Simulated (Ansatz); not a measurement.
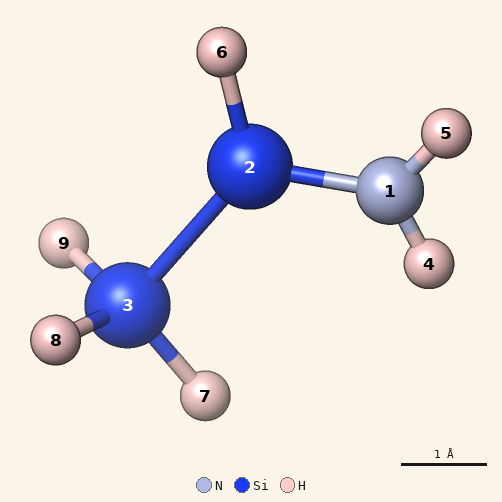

Orthographic view. Atoms fade into the background with distance from the viewer. The species has charge +1 and is a spin singlet. Computed geometry: PBE-D4/def2-SVP optimisation. No frequency run is at hand to confirm it as a minimum.

Write a Z-matrix (Å, degrees) in the order of the atom numbers, with these reference atoms: 2 to 1; 3 to 2, 1; 4 to 1, 2, 3; 5 to 1, 4, 2; 6 to 2, 1, 4; 7 to 3, 2, 6; 8 to 3, 7, 2; 9 to 3, 7, 8.

```
N  
Si   1   1.679
Si   2   2.367   1   120.7
H    1   1.028   2   124.2   3     0.5
H    1   1.029   4   112.2   2   180.0
H    2   1.495   1   110.3   4  -179.9
H    3   1.496   2   104.4   6   174.2
H    3   1.498   7   114.5   2  -112.6
H    3   1.497   7   114.7   8  -134.1
```
